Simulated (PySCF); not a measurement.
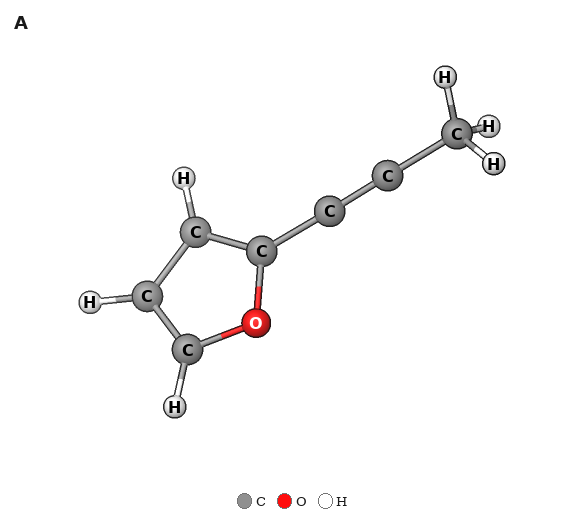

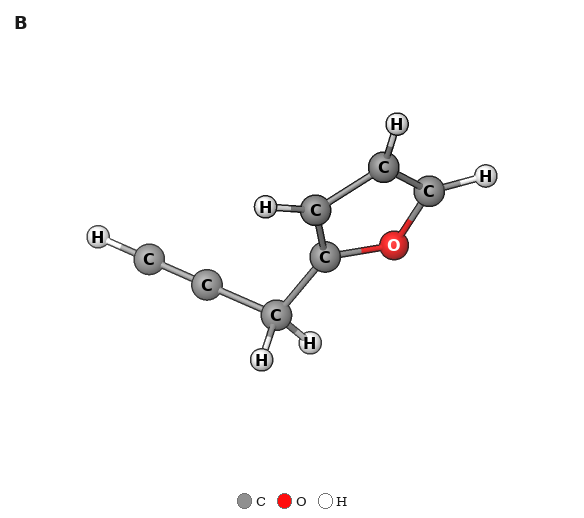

2 stationary structures of one formula. Geometries: PBE0-D3(BJ)/def2-SVP. Electronic energies: PBE0-D3(BJ)/def2-SVP (PySCF 2.14.0), without zero-point energy. No frequency run is at hand to confirm each as a minimum. Each is one conformer, not always the lowest.

Question: How are they related?

Answer: They are constitutional isomers of C7H6O: A `CC#Cc1ccco1`, B `C#CCc1ccco1`.

Question: Which structure is the most stable?

Answer: A is lowest; B lies 10.9 kcal/mol above it.
